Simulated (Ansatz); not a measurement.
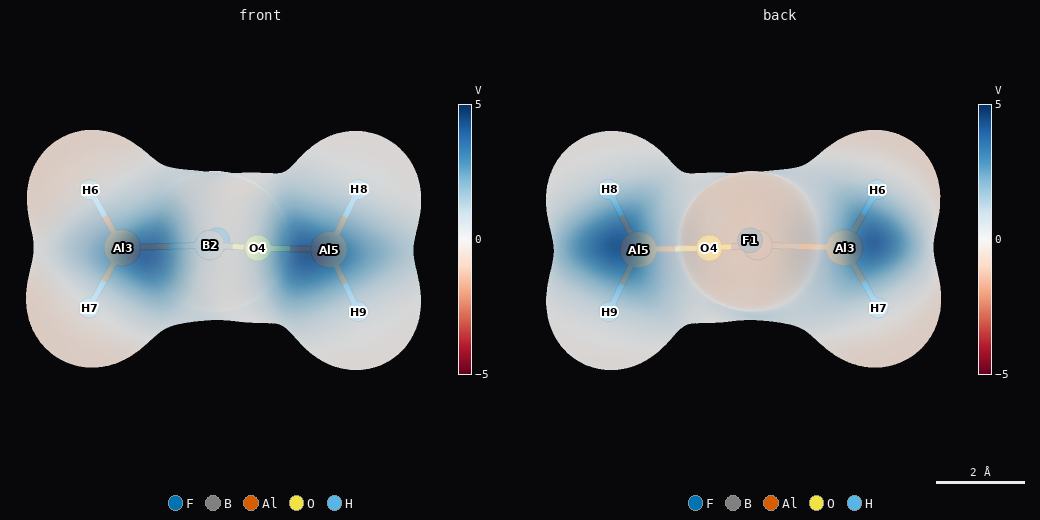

Figure 1: Al$_{2}$BFH$_{4}$O. The molecular electrostatic potential painted on the density surface at 0.002 e/bohr³, seen from the front and from behind; red is negative and blue positive.

Geometry: PBE0-D4/def2-TZVP.

The calculation used RKS PBE0-D4/def2-TZVPP (Ansatz).

Input file:

```
crystal:
  periodic: [false, false, false]
  atoms:
    - {symbol: F, position_ang: [-1.471801, -0.876554, 1.192923]}
    - {symbol: B, position_ang: [-0.360076, -0.316965, 0.676204]}
    - {symbol: Al, position_ang: [1.338982, 0.038754, 1.951095]}
    - {symbol: O, position_ang: [-0.382361, -0.011267, -0.624410]}
    - {symbol: Al, position_ang: [-0.893179, 0.184898, -2.228976]}
    - {symbol: H, position_ang: [1.526578, 1.425588, 2.710956]}
    - {symbol: H, position_ang: [2.475675, -1.060153, 2.140999]}
    - {symbol: H, position_ang: [-1.578837, 1.553686, -2.602198]}
    - {symbol: H, position_ang: [-0.566383, -0.984187, -3.233693]}
basis:
  gaussian: {orbitals: def2-TZVPP}
hamiltonian: {xc: pbe0, dispersion: d4}
output: {orbitals: {seedname: orbitals}}
```

Launched as:

```sh
ansatz run in.yaml --threads 2 --pin off --events-out ev --progress --plain --max-ram 4352MiB
```

Q: Describe the electrostatic potential map.

A: The most negative region (about −0.9 V) lies over F1, the most positive (about +4.1 V) over Al3 and Al5.
